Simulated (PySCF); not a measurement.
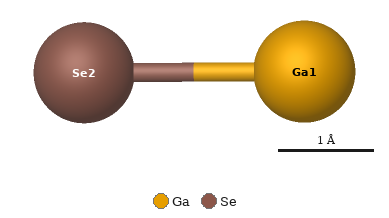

**Figure 1.** The structure as given in the input (ball-and-stick view, seen on its broad side; atoms are numbered from 1 in the order of the input). Sticks mark near contacts. Bond lengths as drawn: Ga–Se 2.32 Å.

Single-point calculation, with input and output: GaSe (part 1 of 2)

GaSe, multiplicity 2, computed with ROHF/sbkjc, casscf (PySCF 2.14.0).

Some settings of this run were made unusual or wrong on purpose. Figures and captions count atoms from 1; the log counts them from 0 in places.

**What the program printed**
```
PySCF version 2.14.0

[INPUT] verbose = 4
[INPUT] num. atoms = 2
[INPUT] num. electrons = 27
[INPUT] charge = 0
[INPUT] spin (= nelec alpha-beta = 2S) = 1
[INPUT] symmetry False subgroup None
[INPUT] Mole.unit = angstrom
[INPUT] Symbol           X                Y                Z      unit          X                Y                Z       unit  Magmom
[INPUT]  1 Ga     0.000000000000   0.000000000000   0.000000000000 AA    0.000000000000   0.000000000000   0.000000000000 Bohr   0.0
[INPUT]  2 Se     0.000000000000   0.000000000000   2.320000000000 AA    0.000000000000   0.000000000000   4.384164608991 Bohr   0.0

nuclear repulsion = 28.7397967999655
number of shells = 15
number of NR pGTOs = 82
number of NR cGTOs = 39
basis = sbkjc
ecp = {'Ga': 'sbkjc', 'Se': 'sbkjc'}

******** <class 'pyscf.soscf.newton_ah.SecondOrderROHF'> ********
method = SecondOrderROHF
initial guess = minao
damping factor = 0
level_shift factor = 0
DIIS = <class 'pyscf.scf.diis.CDIIS'>
diis_start_cycle = 1
diis_space = 8
diis_damp = 0
SCF conv_tol = 0.001
SCF conv_tol_grad = None
SCF max_cycles = 50
direct_scf = True
direct_scf_tol = 1e-13
num. doubly occ = 13  num. singly occ = 1
******** <class 'pyscf.scf.rohf.ROHF'> Newton solver flags ********
SCF tol = 0.001
conv_tol_grad = None
max. SCF cycles = 50
direct_scf = True
direct_scf_tol = 1e-13
max_cycle_inner = 12
max_stepsize = 0.05
ah_start_tol = 1e+09
ah_level_shift = 0
ah_conv_tol = 1e-12
ah_lindep = 1e-14
ah_start_cycle = 1
ah_max_cycle = 40
ah_grad_trust_region = 2.5
kf_interval = 4
kf_trust_region = 5
canonicalization = True
Set conv_tol_grad to 0.0316228

WARN: HOMO 0.307330540457619 >= LUMO 0.307330540457627

Initial guess E= -222.934008183005  |g|= 14.3861
macro= 0  E= -251.336618227996  delta_E= -28.4026  |g|= 11.8476  3 KF 15 JK
macro= 1  E= -260.777933197229  delta_E= -9.44131  |g|= 3.42441  3 KF 15 JK
macro= 2  E= -263.161911147561  delta_E= -2.38398  |g|= 1.34677  3 KF 15 JK
macro= 3  E= -264.928588596228  delta_E= -1.76668  |g|= 1.44957  3 KF 15 JK
macro= 4  E= -265.673356668343  delta_E= -0.744768  |g|= 0.310997  3 KF 17 JK
macro= 5  E= -266.009882944608  delta_E= -0.336526  |g|= 0.565028  3 KF 16 JK
macro= 6  E= -266.296054016533  delta_E= -0.286171  |g|= 0.217532  3 KF 18 JK
macro= 7  E= -266.320040406596  delta_E= -0.0239864  |g|= 0.0419169  4 KF 22 JK
macro= 8  E= -266.323154891361  delta_E= -0.00311448  |g|= 0.026097  2 KF 10 JK
macro= 9  E= -266.323212164992  delta_E= -5.72736e-05  |g|= 0.0124222  1 KF 2 JK
Canonicalize SCF orbitals
macro X = 10  E=-266.323212164992  |g|= 0.0124222  total 29 KF 156 JK
converged SCF energy = -266.323212164992

******** <class 'pyscf.mcscf.mc1step.CASSCF'> ********
CAS (4e+3e, 5o), ncore = 10, nvir = 24
max_cycle_macro = 50
max_cycle_micro = 4
conv_tol = 1e-07
conv_tol_grad = None
orbital rotation max_stepsize = 0.02
orbital rotation threshold for CI restart = 0.01
augmented hessian ah_max_cycle = 30
augmented hessian ah_conv_tol = 1e-12
augmented hessian ah_linear dependence = 1e-14
augmented hessian ah_level shift = 1e-08
augmented hessian ah_start_tol = 2.5
augmented hessian ah_start_cycle = 3
augmented hessian ah_grad_trust_region = 3
kf_trust_region = 3
kf_interval = 4
ci_response_space = 4
ci_grad_trust_region = 3
with_dep4 0
natorb = False
canonicalization = True
sorting_mo_energy = False
ao2mo_level = 2
internal_rotation = False
******** <class 'pyscf.fci.direct_spin1.FCISolver'> ********
max. cycles = 50
conv_tol = 1e-08
davidson only = False
linear dependence = 1e-12
level shift = 0.001
max iter space = 12
nroots = 1
pspace_size = 400
spin = None
CASCI E = -266.330095587512  S^2 = 0.7500000
Set conv_tol_grad to 0.000316228
macro iter   1 ( 21 JK    4 micro), CASSCF E = -266.338045154637  dE = -7.94956712e-03  S^2 = 0.7500000
               |grad[o]|=0.0197  |grad[c]|=0.0116  |ddm|=0.0428  |maxRot[o]|=0.293
macro iter   2 ( 16 JK    4 micro), CASSCF E = -266.338367765045  dE = -3.22610408e-04  S^2 = 0.7500000
               |grad[o]|=0.0116  |grad[c]|=0.0325  |ddm|=0.0118  |maxRot[o]|=0.154
macro iter   3 ( 17 JK    4 micro), CASSCF E = -266.338332218069  dE =  3.55469762e-05  S^2 = 0.7500000
               |grad[o]|=0.00622  |grad[c]|=0.0241  |ddm|=0.00263  |maxRot[o]|=0.138
macro iter   4 ( 21 JK    4 micro), CASSCF E = -266.338336120895  dE = -3.90282611e-06  S^2 = 0.7500000
               |grad[o]|=0.00418  |grad[c]|=0.000433  |ddm|=0.000455  |maxRot[o]|=0.0352
macro iter   5 (  7 JK    2 micro), CASSCF E = -266.338361479801  dE = -2.53589059e-05  S^2 = 0.7500000
               |grad[o]|=0.00373  |grad[c]|=0.00173  |ddm|=0.00121  |maxRot[o]|=0.0328
macro iter   6 ( 17 JK    4 micro), CASSCF E = -266.338309660926  dE =  5.18188749e-05  S^2 = 0.7500000
               |grad[o]|=0.00309  |grad[c]|=0.00695  |ddm|=0.00152  |maxRot[o]|=0.085
macro iter   7 ( 21 JK    4 micro), CASSCF E = -266.338301180080  dE =  8.48084619e-06  S^2 = 0.7500000
               |grad[o]|=0.00337  |grad[c]|=0.000739  |ddm|=0.000284  |maxRot[o]|=0.0428
macro iter   8 ( 27 JK    4 micro), CASSCF E = -266.338304060496  dE = -2.88041667e-06  S^2 = 0.7500000
               |grad[o]|=0.00305  |grad[c]|=7.89e-05  |ddm|=8.1e-05  |maxRot[o]|=0.00915
macro iter   9 ( 21 JK    4 micro), CASSCF E = -266.338318754131  dE = -1.46936349e-05  S^2 = 0.7500000
               |grad[o]|=0.00295  |grad[c]|=0.00104  |ddm|=0.000127  |maxRot[o]|=0.0199
macro iter  10 (  7 JK    2 micro), CASSCF E = -266.338333849691  dE = -1.50955597e-05  S^2 = 0.7500000
               |grad[o]|=0.00276  |grad[c]|=0.00254  |ddm|=0.0003  |maxRot[o]|=0.0348
macro iter  11 (  7 JK    2 micro), CASSCF E = -266.338356751460  dE = -2.29017693e-05  S^2 = 0.7500000
               |grad[o]|=0.00254  |grad[c]|=0.000873  |ddm|=0.000488  |maxRot[o]|=0.0441
macro iter  12 (  7 JK    2 micro), CASSCF E = -266.338377646697  dE = -2.08952366e-05  S^2 = 0.7500000
               |grad[o]|=0.00236  |grad[c]|=0.000768  |ddm|=0.000708  |maxRot[o]|=0.0343
macro iter  13 ( 12 JK    3 micro), CASSCF E = -266.338420541345  dE = -4.28946486e-05  S^2 = 0.7500000
               |grad[o]|=0.00231  |grad[c]|=0.00656  |ddm|=0.000591  |maxRot[o]|=0.0659
macro iter  14 ( 12 JK    3 micro), CASSCF E = -266.338424719138  dE = -4.17779245e-06  S^2 = 0.7500000
               |grad[o]|=0.00233  |grad[c]|=0.00394  |ddm|=0.0012  |maxRot[o]|=0.105
macro iter  15 ( 12 JK    3 micro), CASSCF E = -266.338448441767  dE = -2.37226287e-05  S^2 = 0.7500000
               |grad[o]|=0.00237  |grad[c]|=0.000766  |ddm|=0.000864  |maxRot[o]|=0.0499
macro iter  16 ( 12 JK    3 micro), CASSCF E = -266.338464877042  dE = -1.64352760e-05  S^2 = 0.7500000
               |grad[o]|=0.00262  |grad[c]|=0.000766  |ddm|=0.00148  |maxRot[o]|=0.0343
macro iter  17 ( 17 JK    4 micro), CASSCF E = -266.338441237303  dE =  2.36397393e-05  S^2 = 0.7500000
               |grad[o]|=0.00273  |grad[c]|=0.00405  |ddm|=0.000498  |maxRot[o]|=0.0418
macro iter  18 ( 21 JK    4 micro), CASSCF E = -266.338445802986  dE = -4.56568290e-06  S^2 = 0.7500000
               |grad[o]|=0.0025  |grad[c]|=0.000395  |ddm|=0.000371  |maxRot[o]|=0.0323
macro iter  19 ( 12 JK    3 micro), CASSCF E = -266.338463702765  dE = -1.78997791e-05  S^2 = 0.7500000
               |grad[o]|=0.0024  |grad[c]|=0.000218  |ddm|=0.00102  |maxRot[o]|=0.0356
macro iter  20 ( 21 JK    4 micro), CASSCF E = -266.338400882707  dE =  6.28200578e-05  S^2 = 0.7500000
               |grad[o]|=0.00242  |grad[c]|=0.00207  |ddm|=0.000488  |maxRot[o]|=0.0983
macro iter  21 ( 24 JK    4 micro), CASSCF E = -266.338421777072  dE = -2.08943642e-05  S^2 = 0.7500000
               |grad[o]|=0.00239  |grad[c]|=0.00131  |ddm|=0.000219  |maxRot[o]|=0.0842
macro iter  22 ( 21 JK    4 micro), CASSCF E = -266.338420608733  dE =  1.16833866e-06  S^2 = 0.7500000
               |grad[o]|=0.00235  |grad[c]|=0.0029  |ddm|=0.000395  |maxRot[o]|=0.0418
macro iter  23 ( 25 JK    4 micro), CASSCF E = -266.338438925528  dE = -1.83167954e-05  S^2 = 0.7500000
               |grad[o]|=0.00233  |grad[c]|=0.000687  |ddm|=0.000173  |maxRot[o]|=0.0565
macro iter  24 ( 21 JK    4 micro), CASSCF E = -266.338471919399  dE = -3.29938708e-05  S^2 = 0.7500000
               |grad[o]|=0.00228  |grad[c]|=0.00358  |ddm|=0.000382  |maxRot[o]|=0.0601
macro iter  25 ( 17 JK    4 micro), CASSCF E = -266.338511699607  dE = -3.97802082e-05  S^2 = 0.7500000
               |grad[o]|=0.00234  |grad[c]|=0.00121  |ddm|=0.000944  |maxRot[o]|=0.0551
macro iter  26 ( 21 JK    4 micro), CASSCF E = -266.338505965770  dE =  5.73383704e-06  S^2 = 0.7500000
               |grad[o]|=0.00254  |grad[c]|=0.00163  |ddm|=0.00121  |maxRot[o]|=0.0609
macro iter  27 ( 21 JK    4 micro), CASSCF E = -266.338539963926  dE = -3.39981562e-05  S^2 = 0.7500000
               |grad[o]|=0.00298  |grad[c]|=0.00162  |ddm|=0.000286  |maxRot[o]|=0.0751
macro iter  28 ( 21 JK    4 micro), CASSCF E = -266.338605097024  dE = -6.51330973e-05  S^2 = 0.7500000
               |grad[o]|=0.00286  |grad[c]|=0.00732  |ddm|=0.000718  |maxRot[o]|=0.154
macro iter  29 ( 21 JK    4 micro), CASSCF E = -266.338694571576  dE = -8.94745520e-05  S^2 = 0.7500000
               |grad[o]|=0.00284  |grad[c]|=0.0154  |ddm|=0.00108  |maxRot[o]|=0.221
macro iter  30 ( 21 JK    4 micro), CASSCF E = -266.338776317974  dE = -8.17463982e-05  S^2 = 0.7500000
               |grad[o]|=0.00312  |grad[c]|=0.0191  |ddm|=0.00124  |maxRot[o]|=0.264
macro iter  31 ( 17 JK    4 micro), CASSCF E = -266.338821311103  dE = -4.49931288e-05  S^2 = 0.7500000
               |grad[o]|=0.00383  |grad[c]|=0.00678  |ddm|=0.00215  |maxRot[o]|=0.122
macro iter  32 (  7 JK    2 micro), CASSCF E = -266.338857196477  dE = -3.58853741e-05  S^2 = 0.7500000
               |grad[o]|=0.0041  |grad[c]|=0.00286  |ddm|=0.00151  |maxRot[o]|=0.0668
macro iter  33 (  7 JK    2 micro), CASSCF E = -266.338880066816  dE = -2.28703397e-05  S^2 = 0.7500000
               |grad[o]|=0.00274  |grad[c]|=0.00431  |ddm|=0.00265  |maxRot[o]|=0.0636
macro iter  34 ( 10 JK    3 micro), CASSCF E = -266.338857438396  dE =  2.26284209e-05  S^2 = 0.7500000
               |grad[o]|=0.00166  |grad[c]|=0.00516  |ddm|=0.00176  |maxRot[o]|=0.0462
macro iter  35 ( 21 JK    4 micro), CASSCF E = -266.338852937464  dE =  4.50093154e-06  S^2 = 0.7500000
               |grad[o]|=0.00127  |grad[c]|=0.00227  |ddm|=0.000626  |maxRot[o]|=0.0253
macro iter  36 ( 24 JK    4 micro), CASSCF E = -266.338857920444  dE = -4.98298039e-06  S^2 = 0.7500000
               |grad[o]|=0.00101  |grad[c]|=0.000392  |ddm|=0.000417  |maxRot[o]|=0.00805
macro iter  37 ( 21 JK    4 micro), CASSCF E = -266.338853804219  dE =  4.11622506e-06  S^2 = 0.7500000
               |grad[o]|=0.000884  |grad[c]|=0.00131  |ddm|=0.00108  |maxRot[o]|=0.0339
macro iter  38 ( 25 JK    4 micro), CASSCF E = -266.338857485082  dE = -3.68086239e-06  S^2 = 0.7500000
               |grad[o]|=0.000803  |grad[c]|=0.000257  |ddm|=0.000405  |maxRot[o]|=0.00528
macro iter  39 (  7 JK    2 micro), CASSCF E = -266.338868267269  dE = -1.07821876e-05  S^2 = 0.7500000
               |grad[o]|=0.000739  |grad[c]|=0.000578  |ddm|=0.000611  |maxRot[o]|=0.0209
macro iter  40 (  7 JK    2 micro), CASSCF E = -266.338881691839  dE = -1.34245699e-05  S^2 = 0.7500000
               |grad[o]|=0.000692  |grad[c]|=0.00164  |ddm|=0.00115  |maxRot[o]|=0.0383
macro iter  41 (  5 JK    2 micro), CASSCF E = -266.338887590660  dE = -5.89882058e-06  S^2 = 0.7500000
               |grad[o]|=0.00066  |grad[c]|=0.000865  |ddm|=0.000555  |maxRot[o]|=0.0222
macro iter  42 (  7 JK    2 micro), CASSCF E = -266.338890332155  dE = -2.74149517e-06  S^2 = 0.7500000
               |grad[o]|=0.000386  |grad[c]|=0.00124  |ddm|=0.0003  |maxRot[o]|=0.0226
macro iter  43 ( 16 JK    3 micro), CASSCF E = -266.338889152083  dE =  1.18007159e-06  S^2 = 0.7500000
               |grad[o]|=0.000289  |grad[c]|=0.000536  |ddm|=0.000375  |maxRot[o]|=0.0257
macro iter  44 (  7 JK    2 micro), CASSCF E = -266.338890243092  dE = -1.09100870e-06  S^2 = 0.7500000
               |grad[o]|=0.000349  |grad[c]|=0.00029  |ddm|=0.0002  |maxRot[o]|=0.0195
macro iter  45 (  7 JK    1 micro), CASSCF E = -266.338890521256  dE = -2.78164123e-07  S^2 = 0.7500000
               |grad[o]|=9.63e-05  |grad[c]|=0.000209  |ddm|=9.1e-05  |maxRot[o]|=0.0126
macro iter  46 (  7 JK    1 micro), CASSCF E = -266.338890618425  dE = -9.71683676e-08  S^2 = 0.7500000
               |grad[o]|=0.000116  |grad[c]|=9.08e-05  |ddm|=6.22e-05  |maxRot[o]|=0.00703
1-step CASSCF converged in  46 macro (716 JK 149 micro) steps
CASSCF canonicalization
Density matrix diagonal elements [1.975663   1.99918536 1.94375    1.02461929 0.05678236]
CASSCF energy = -266.338890618425
```
